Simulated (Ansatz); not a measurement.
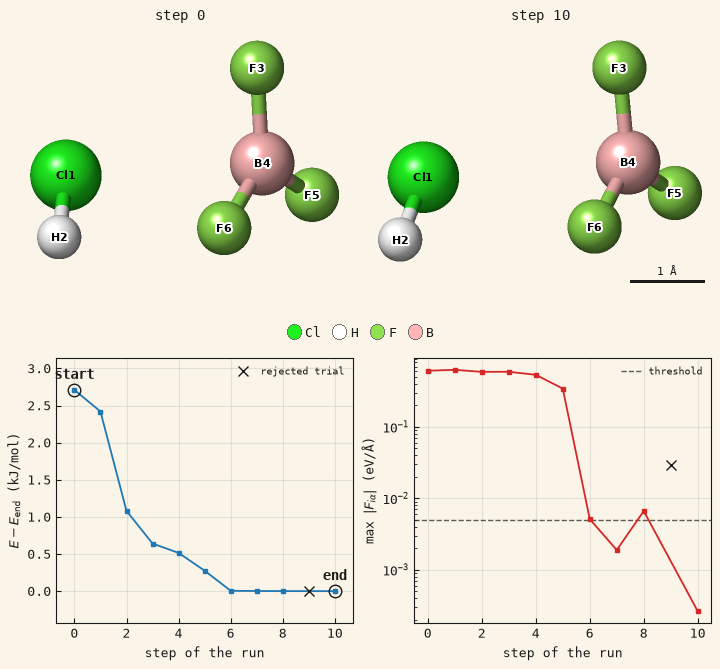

First and last geometry of a relaxation of BHClF3, with the history of the run. A ball-and-stick model, seen from a free direction.

These are results of RKS PBE0-D4/def2-TZVP in Ansatz, not measurements.

The input:
```yaml
crystal:
  periodic: [false, false, false]
  atoms:
    - {symbol: Cl, position_ang: [-0.654768, 0.307715, -1.930070]}
    - {symbol: H, position_ang: [0.633717, 0.151680, -1.927251]}
    - {symbol: F, position_ang: [-0.769947, -1.182389, 1.086550]}
    - {symbol: B, position_ang: [-0.008902, -0.110121, 0.938749]}
    - {symbol: F, position_ang: [-0.441043, 1.076603, 1.333843]}
    - {symbol: F, position_ang: [1.240745, -0.243487, 0.498180]}
basis:
  gaussian: {orbitals: def2-TZVP}
hamiltonian: {xc: pbe0, dispersion: d4}
relax: {f_tol: 0.005, max_steps: 200}
```

Command:
```bash
ansatz run in.yaml --threads 4 --pin off --events-out ev --progress --plain --max-ram 9574MiB
```

Read the history and describe the run.

Answer. It converged. After 9 accepted moves (10 points after the start) the energy has fallen by 2.71 kJ/mol. Largest force component: 0.61 eV/Å at the start, 0.00026 eV/Å at the end. The line search rejected the trial step at point 9 of the run. The forces were under the threshold at step 7, but the run went on from there. The largest move after the best rigid fit is that of H2, 0.27 Å. By element the largest moves are H 0.27 Å, F 0.15 Å, B 0.09 Å, Cl 0.04 Å. Among the contacts that change: Cl1–H2 1.298 → 1.281 Å, B4–F6 1.332 → 1.316 Å, B4–F5 1.323 → 1.311 Å.

Limits of the set-up: the start holds two separate molecules, 2.5 Å apart at their closest, whose relative position is a soft coordinate.
